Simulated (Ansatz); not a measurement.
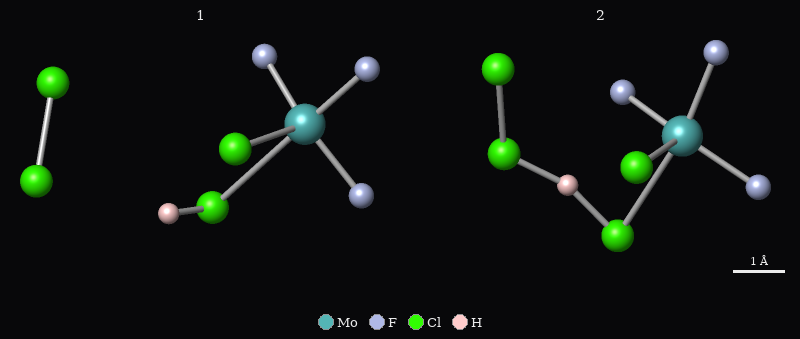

Two geometries of MoHCl4F3, drawn at one scale. One is the start of a relaxation, the other its converged end. The picture is a ball-and-stick view, seen from a free direction.

Method: RHF/def2-SVP (Ansatz). (no spin polarisation; force threshold 0.03 eV/Å; at most 50 steps)

### Which one is relaxed?

Structure 1 is the relaxed one. The run prepares an end point of a later path (reaction) calculation, from a guessed geometry. A Cl atom moves most after the best rigid fit: 1.67 Å. By element the largest moves are Cl 1.67 Å, F 1.09 Å, H 0.64 Å, Mo 0.50 Å. Near-neighbour distances that change, for instance: Cl–Mo 3.548 → 5.423 Å, Cl–H 1.464 → 2.855 Å, Cl–Cl 2.887 → 3.998 Å, Cl–Mo 2.654 → 2.840 Å. Bonds break, among them: Cl–H (1.46 → 2.86 Å). Among the angles between lasting bonds that change: Mo–Cl–H 71.6° → 96.5°, Cl–Mo–F 166.4° → 178.1°, Cl–Mo–Cl 91.9° → 83.9°. After 29 accepted moves (32 points after the start) the energy has fallen by 1.958 eV. The largest force component goes from 4.3 to 0.029 eV/Å. The line search rejected the trial steps at points 12, 23, 25 of the run. The forces were under the threshold at step 22, but the run went on from there. Cost: 110 s on 4 threads of Arm Neoverse V1 (shared host), peak memory 0.6 GiB.

Limits of the set-up: Hartree-Fock leaves out electron correlation.
